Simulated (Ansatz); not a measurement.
**wB97M-V/6-311+G(d,p) run of AlNH4O2 (SMILES [NH2][Al]([OH])[OH])**

What is the energy change on altering one bond length of AlNH4O2 at wB97M-V/6-311+G**? 

Program for the calculation: Ansatz 0.2.0.

50 further runs of the same task are left out: 50 set aside as unsound or not needed.

## Step 1: The system as given

AlNH4O2 has 8 atoms, charge 0, and is taken as a singlet. As SMILES, `[NH2][Al]([OH])[OH]`. The coordinates come from a PBE0-D4/def2-TZVP relaxation. This is one conformer, not always the lowest.

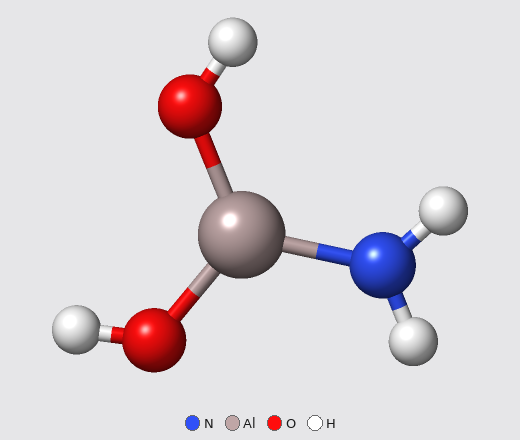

The structure, seen from a chosen angle (nitrogen blue, aluminium light grey, oxygen red, hydrogen white).

## Step 2: The energy at wB97M-V/6-311+G(d,p)

Contents of input.yaml:

```yaml
crystal:
  periodic: [false, false, false]
  atoms:
    - symbol: "N"
      position_ang: [-0.453400, 1.370900, 0.159000]
    - symbol: Al
      position_ang: [0.021900, -0.314300, -0.015200]
    - symbol: O
      position_ang: [1.569400, -0.806100, -0.500900]
    - symbol: O
      position_ang: [-1.140100, -1.496100, 0.324200]
    - symbol: H
      position_ang: [0.132800, 2.170000, -0.009000]
    - symbol: H
      position_ang: [-1.372600, 1.662000, 0.447700]
    - symbol: H
      position_ang: [2.287000, -0.213800, -0.712700]
    - symbol: H
      position_ang: [-0.952800, -2.429800, 0.251200]
basis:
  gaussian:
    orbitals: 6-311+G_st__st_-spherical.json
magnetization:
  spin_polarized: false
  initial_magnetization: 0
hamiltonian:
  xc: {name: wB97M-V}
output: {orbitals: {seedname: orbitals}}
accuracy: high
```

The basis set 6-311+G** is read from a file made from the Basis Set Exchange's data (not shown).

Launch:

```sh
$ ansatz run input.yaml --threads 1 --pin off --max-ram 3480MiB --events-out events.jsonl --progress --plain --runs-dir runs
```

Output:

```text
Warning: RAYON_NUM_THREADS=1 ignored (pool sized by the plan → 1); use --threads N
Functional definition: wB97M-V
  name "wB97M-V"
  parameter omega = 0.3/bohr
  parameter cx = 0.15
  parameter cx01 = 1.007
  parameter cx10 = 0.259
  parameter css00 = 0.443
  parameter css04 = -1.437
  parameter css10 = -4.535
  parameter css20 = -3.390
  parameter css43 = 4.278
  parameter cos00 = 1.000
  parameter cos10 = 1.358
  parameter cos20 = 2.924
  parameter cos21 = -8.812
  parameter cos60 = -1.390
  parameter cos61 = 9.142
  parameter b = 6.0
  parameter c = 0.01
  gx(w, u) = 1 - cx + cx01*u + cx10*w
  gss(w, u) = css00 + css04*u^4 + css10*w + css20*w^2 + css43*w^4*u^3
  gos(w, u) = cos00 + cos10*w + (cos20 + cos21*u)*w^2 + (cos60 + cos61*u)*w^6
  exchange = spin_sum(e_x_unif_sr(omega)*gx(b97_w, b97_u_x)) + cx*exact_x_sr(omega) + exact_x_lr(omega)
  correlation = spin_sum(e_c_pw_mod_same_spin*gss(b97_w, b97_u_same))
      + integral(e_c_pw_mod_opposite_spin*gos(b97_w_opposite, b97_u_opposite)) + vv10(b, c)
2215 factors; integrals over basis functions are off by at most 1.9e-8 eV
437 factors; integrals over basis functions are off by at most 2.2e-9 eV
mean field evaluation 1: about -12237.7617 eV, gradient 8.6e1 eV
mean field evaluation 2: about -12235.3094 eV, gradient 9.4e1 eV
mean field evaluation 4: about -12250.1159 eV, gradient 3.0e0 eV
mean field evaluation 8: about -12250.1920 eV, gradient 9.4e-2 eV
mean field evaluation 16: about -12250.1921 eV, gradient 4.8e-5 eV
mean field -12250.19206690 eV, -450.1862549801 hartree, gradient 6.4e-8 eV, S^2 0.000000; 0 other end points of the search recorded, 0 dependent functions left out
reference -12250.19207718 eV, -450.1862553580 hartree; 20, 20 occupied and 100, 100 virtual orbitals, 2215 factors
Total energy: -12250.19207718 eV, -450.1862553580 hartree
```

Wall time 75 s (1 thread of Arm Neoverse V2, shared host); peak memory 0.72 GiB.

## Step 3: The distorted shape

Contents of run.yaml:

```yaml
crystal:
  periodic: [false, false, false]
  atoms:
    - {symbol: "N", position_ang: [-0.917641, 1.518437, 0.304707]}
    - {symbol: Al, position_ang: [-0.442341, -0.166763, 0.130507]}
    - {symbol: O, position_ang: [1.569400, -0.806100, -0.500900]}
    - {symbol: O, position_ang: [-1.604341, -1.348563, 0.469907]}
    - {symbol: H, position_ang: [-0.331441, 2.317537, 0.136707]}
    - {symbol: H, position_ang: [-1.836841, 1.809537, 0.593407]}
    - {symbol: H, position_ang: [2.287000, -0.213800, -0.712700]}
    - {symbol: H, position_ang: [-1.417041, -2.282263, 0.396907]}
basis:
  gaussian: {orbitals: 6-311+G_st__st_-spherical.json}
accuracy: high
output: {orbitals: {seedname: orbitals}}
hamiltonian: {xc: {name: wB97M-V}}
```

The basis set 6-311+G** is read from a file made from the Basis Set Exchange's data (not shown).

Launch:

```sh
$ ansatz run run.yaml --threads 1 --pin off --max-ram 3480MiB --events-out events.jsonl --progress --plain --runs-dir runs
```

Output (excerpt; [...] marks lines left out):

```text
Warning: RAYON_NUM_THREADS=1 ignored (pool sized by the plan → 1); use --threads N
[... 2 set-up lines as earlier in the session ...]
[...]
  gx(w, u) = 1 - cx + cx01*u + cx10*w
  gss(w, u) = css00 + css04*u^4 + css10*w + css20*w^2 + css43*w^4*u^3
  gos(w, u) = cos00 + cos10*w + (cos20 + cos21*u)*w^2 + (cos60 + cos61*u)*w^6
[...]
      + integral(e_c_pw_mod_opposite_spin*gos(b97_w_opposite, b97_u_opposite)) + vv10(b, c)
2209 factors; integrals over basis functions are off by at most 1.2e-8 eV
451 factors; integrals over basis functions are off by at most 2.1e-9 eV
[...]
mean field -12248.65258721 eV, -450.1296801451 hartree, gradient 4.8e-8 eV, S^2 0.000000; 0 other end points of the search recorded, 0 dependent functions left out
reference -12248.65259663 eV, -450.1296804910 hartree; 20, 20 occupied and 100, 100 virtual orbitals, 2209 factors
Total energy: -12248.65259663 eV, -450.1296804910 hartree
```

Run time: 75 s. Hardware: 1 thread of Arm Neoverse V2, shared host; peak memory 0.71 GiB.

## Step 4: Summary of results

At wB97M-V/6-311+G**:

```
                                                          quantity          value
                                         first shape: total energy  -450.18626 Eh
                                          first shape: HOMO energy       -9.88 eV
                                          first shape: LUMO energy        0.32 eV
                                        first shape: HOMO–LUMO gap       10.20 eV
                                     distorted shape: total energy  -450.12968 Eh
                                      distorted shape: HOMO energy      -10.07 eV
                                      distorted shape: LUMO energy       -0.04 eV
                                    distorted shape: HOMO–LUMO gap       10.03 eV
energy change with the Al2–O3 bond stretched from 1.695 to 2.203 Å       1.539 eV
```

What this shows: With the Al2–O3 bond stretched from 1.695 to 2.203 Å the energy rises by 1.54 eV (149 kJ/mol). The first shape isn't relaxed at this level, so the change isn't measured from a minimum.
